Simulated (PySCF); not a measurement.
# SiPNH4O (SMILES O[SiH]1NP1), step by step

We compute a structure relaxation (SVWN5/SBKJC), then a single-point energy (MP2/def2-mTZVPP), then energy and one-electron properties (KT2/def2-SVPD) of SiPNH4O. 

The calculation is run with PySCF 2.14.0.

1 further run of the same task is left out (for a faulty analytic Hessian).

**1. Starting point**

SiPNH4O: 8 atoms, total charge 0, spin state singlet. SMILES: `O[SiH]1NP1`. Geometry: a rough force-field guess. This is one conformer, not always the lowest. The run starts from this shape.

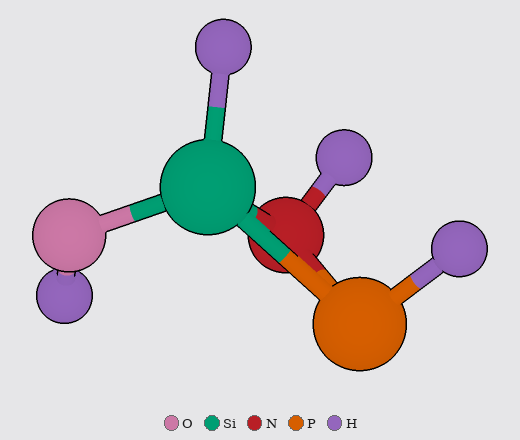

Viewed from a chosen angle; oxygen pink, silicon teal, nitrogen red, phosphorus orange, hydrogen purple.

**2. A structure relaxation at SVWN5/SBKJC (density fitting with cc-pvtz-jkfit, core potential) (run 1)**

calc.py

```python
from pyscf import gto, dft
from pyscf.geomopt.geometric_solver import kernel as optimise

mol = gto.M(
    atom='''
O   -0.520800   1.714300  -0.739800
Si  -0.010800   0.713900   0.389600
N    0.178100  -0.659600  -0.540000
P   -0.964700  -1.247600   0.382100
H   -0.804000   1.294100  -1.592000
H    1.362500   0.989200   0.876800
H    1.136200  -1.088200  -0.311000
H   -0.284300  -1.773200   1.478600
''',
    max_memory=1860,
    spin=0,
    basis='sbkjc',
    charge=0,
    ecp={'O': 'sbkjc', 'Si': 'sbkjc', 'N': 'sbkjc', 'P': 'sbkjc'},
    verbose=3,
)

mf = dft.RKS(mol)
mf.xc = 'svwn'
mf = mf.density_fit(auxbasis='cc-pvtz-jkfit')
converged, mol_eq = optimise(mf, maxsteps=100)
print('converged:', converged)
print(mol_eq.tostring())

mf.reset(mol_eq)
mol = mol_eq
mf.kernel()
etot = mf.e_tot
print(f'total energy: {etot:.8f} hartree')
```

Launch:

```console
$ OMP_NUM_THREADS=1 python calc.py
```

The program printed:

```text
maxiter                   100
[... 82 lines left out ...]
Step    0 : Gradient = 1.274e-01/2.291e-01 (rms/max) Energy = -38.2519791210
[... 94 lines left out ...]
converged SCF energy = -38.3767952018543
[... 104 lines left out ...]
converged SCF energy = -38.3793724780059
[... 104 lines left out ...]
converged SCF energy = -38.379773669726
[... 95 lines left out ...]
Converged! =D
[... 1 line left out ...]
converged: True
O          -0.39692840        1.88312053       -0.87415705
Si          0.14089872        0.62510857        0.17530368
N           0.56189918       -0.95834352       -0.40376413
[... 4 lines of this table left out ...]
H          -0.39599579       -1.77293234        1.86951686
converged SCF energy = -38.3798128330847
total energy: -38.37981283 hartree
```

It took 3.2 min on 1 thread of Intel Xeon at 2.50GHz (Skylake/Cascade Lake), shared host; peak memory 0.26 GiB.

Steps, from the record of the run:

```
step  energy from the first frame kept (eV)  largest force (eV/Å)
   0                                 0.0000               11.7804
   1                                -1.9788                5.7831
   2                                -2.9076                2.2755
   3                                -3.1906                1.3381
   4                                -3.3347                1.2243
   5                                -3.3964                0.9179
   6                                -3.4236                0.5442
   7                                -3.4365                0.4682
   8                                -3.4457                0.4195
   9                                -3.4591                0.2961
  10                                -3.4665                0.1914
  11                                -3.4715                0.1310
  12                                -3.4742                0.0907
  13                                -3.4764                0.0653
  14                                -3.4775                0.0516
  15                                -3.4775                0.0570
  16                                -3.4782                0.0341
  17                                -3.4784                0.0219
  18                                -3.4785                0.0115
  19                                -3.4785                0.0076
```

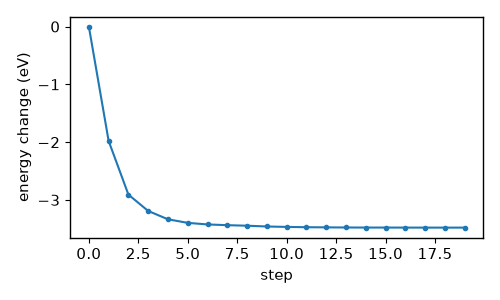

Energy along the run.

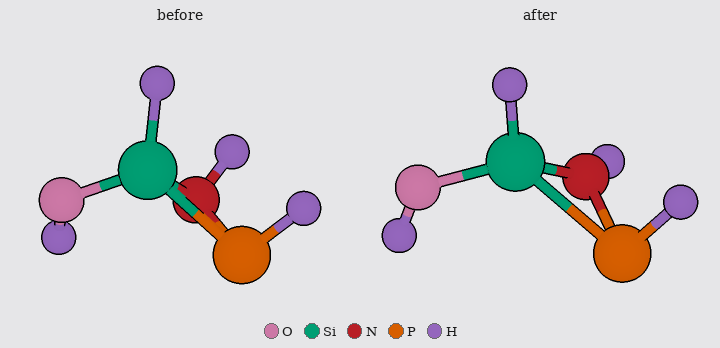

Before and after, at one scale.

After the run. Bond lengths: O1–Si2 1.724 Å, Si2–N3 1.738 Å, N3–P4 1.906 Å, O1–H5 0.993 Å, Si2–H6 1.521 Å, N3–H7 1.029 Å, P4–H8 1.518 Å. Angles: O1–Si2–N3 122.5°, Si2–N3–P4 81.8°, O1–Si2–H6 102.5°, N3–Si2–H6 121.9°, Si2–O1–H5 124.8°, Si2–N3–H7 148.1°, P4–N3–H7 130.1°, N3–P4–H8 98.1°. A long bond or contact: Si2–P4 2.388 Å.

**3. A single-point energy at MP2/def2-mTZVPP (density fitting with cc-pvdz-jkfit, IEF-PCM tetrahydrofuran) (run 3)**

mol.xyz

```xyz
8

O     -0.396928     1.883121    -0.874157
Si     0.140899     0.625109     0.175304
N      0.561899    -0.958344    -0.403764
P     -1.029892    -1.425414     0.534799
H     -0.997106     1.751863    -1.654132
H      1.012285     1.375561     1.171039
H      1.208675    -1.546542    -0.945856
H     -0.395996    -1.772932     1.869517
```

input.py

```python
# O[SiH]1NP1
from pyscf import gto, scf, mp, solvent

system = gto.M(
    atom='mol.xyz',
    basis='def2-mtzvpp',
    max_memory=1860,
    verbose=4,
)

calc0 = scf.RHF(system)
calc0 = calc0.density_fit(auxbasis='cc-pvdz-jkfit')
calc0 = calc0.PCM()
calc0.with_solvent.method = 'IEF-PCM'
calc0.with_solvent.eps = 7.4257
calc0.kernel()

pt = mp.MP2(calc0).run()
e_final = pt.e_tot
print('Final energy', e_final)
```

Launch:

```console
$ OMP_NUM_THREADS=1 python input.py
```

The program printed:

```text
PySCF version 2.14.0

[... 53 lines left out ...]
Solvent Energy = -0.0105228721746258
[... 11 lines left out ...]
Solvent Energy = -0.00815068073200443
[... 11 lines left out ...]
Solvent Energy = -0.00818748899483974
[... 11 lines left out ...]
Solvent Energy = -0.00818553146361761
[... 9 lines left out ...]
converged SCF energy = -761.384401437244
[... 1 line left out ...]
******** <class 'pyscf.mp.dfmp2.DFRMP2'> ********
nocc = 24, nmo = 122
E(DFRMP2) = -762.123165666597  E_corr = -0.738764229352622
E(SCS-DFRMP2) = -762.112829038152  E_corr = -0.728427600907995
E_corr(same-spin) = -0.182410931902097
E_corr(oppo-spin) = -0.556353297450525
Final energy -762.123165666597
```

Run time: 81 s. Hardware: 1 thread of Intel Xeon at 2.50GHz (Skylake/Cascade Lake), shared host; peak memory 0.4 GiB.

**4. The charge distribution at KT2/def2-SVPD (sfX2C, density fitting with def2-universal-jkfit) (run 4)**

run.py

```python
# O[SiH]1NP1
import numpy
from pyscf import gto, scf, dft, lo

system = gto.M(
    atom=[
    ('O', (-0.396928, 1.883121, -0.874157)),
    ('Si', (0.140899, 0.625109, 0.175304)),
    ('N', (0.561899, -0.958344, -0.403764)),
    ('P', (-1.029892, -1.425414, 0.534799)),
    ('H', (-0.997106, 1.751863, -1.654132)),
    ('H', (1.012285, 1.375561, 1.171039)),
    ('H', (1.208675, -1.546542, -0.945856)),
    ('H', (-0.395996, -1.772932, 1.869517)),
],
    basis='def2-svpd',
    verbose=4,
    max_memory=1860,
)

calc0 = dft.RKS(system)
calc0.xc = 'kt2'
calc0 = calc0.sfx2c1e()
calc0 = calc0.density_fit(auxbasis='def2-universal-jkfit')
calc0.kernel()

energy = calc0.e_tot
print('E(%s) = %.9f' % ('KT2', energy))
dip = calc0.dip_moment()
pop, q = calc0.mulliken_pop()
quad = calc0.quad_moment()
occ = calc0.mo_coeff[:, calc0.mo_occ > 0]
iaos = lo.vec_lowdin(lo.iao.iao(system, occ), calc0.get_ovlp())
c = iaos.T @ calc0.get_ovlp() @ occ
pop_iao, q_iao = scf.hf.mulliken_pop(lo.iao.reference_mol(system), (c * calc0.mo_occ[calc0.mo_occ > 0]) @ c.T, numpy.eye(c.shape[0]), verbose=0)
print('IAO charges', numpy.round(q_iao, 4))
```

Launch:

```console
$ OMP_NUM_THREADS=1 python run.py
```

The program printed:

```text
PySCF version 2.14.0

[... 82 lines left out ...]
converged SCF energy = -771.629817520359
[... 1 line left out ...]
Dipole moment(X, Y, Z, Debye):  0.43214, -0.20892, -0.78897
[... 135 lines left out ...]
IAO charges [-0.7455  0.9382 -0.8114  0.0938  0.3694 -0.0885  0.2713 -0.0274]
```

Run time: 30 s. Hardware: 1 thread of Intel Xeon at 2.50GHz (Skylake/Cascade Lake), shared host; peak memory 0.46 GiB.

Atomic charges (e):

```
atom  Mulliken     IAO
  O1    -0.608  -0.746
 Si2    +0.541  +0.938
  N3    -0.044  -0.811
  P4    -0.015  +0.094
  H5    +0.128  +0.369
  H6    +0.164  -0.088
  H7    -0.359  +0.271
  H8    +0.192  -0.027
```

**5. Outcome**

```
                                                     quantity          value
                  run 1, SVWN5/SBKJC: total energy at the end   -38.37981 Eh
                            run 1, SVWN5/SBKJC: dipole moment         0.97 D
                              run 1, SVWN5/SBKJC: HOMO energy       -5.61 eV
                              run 1, SVWN5/SBKJC: LUMO energy       -2.08 eV
                            run 1, SVWN5/SBKJC: HOMO–LUMO gap        3.53 eV
                         run 3, MP2/def2-mTZVPP: total energy  -762.12317 Eh
 run 3, MP2/def2-mTZVPP: dipole moment (Hartree–Fock density)         0.97 D
  run 3, MP2/def2-mTZVPP: HOMO energy (Hartree–Fock orbitals)       -9.22 eV
  run 3, MP2/def2-mTZVPP: LUMO energy (Hartree–Fock orbitals)        2.39 eV
run 3, MP2/def2-mTZVPP: HOMO–LUMO gap (Hartree–Fock orbitals)       11.61 eV
                   run 3, MP2/def2-mTZVPP: correlation energy     -738.8 mEh
           run 3, MP2/def2-mTZVPP: solvent term in the energy   -21.5 kJ/mol
                           run 4, KT2/def2-SVPD: total energy  -771.62982 Eh
                          run 4, KT2/def2-SVPD: dipole moment         0.92 D
                            run 4, KT2/def2-SVPD: HOMO energy       -5.72 eV
                            run 4, KT2/def2-SVPD: LUMO energy       -2.06 eV
                          run 4, KT2/def2-SVPD: HOMO–LUMO gap        3.66 eV
```

In words: The optimisation (run 1, SVWN5/SBKJC) took 19 steps and changed the energy by -3.479 eV. Mulliken charges (run 3, MP2/def2-mTZVPP) of the mean-field density run from -0.81 on O1 to +0.91 on Si2. Mulliken charges (run 4, KT2/def2-SVPD) run from -0.61 on O1 to +0.54 on Si2; in a basis this large or diffuse they mean little.
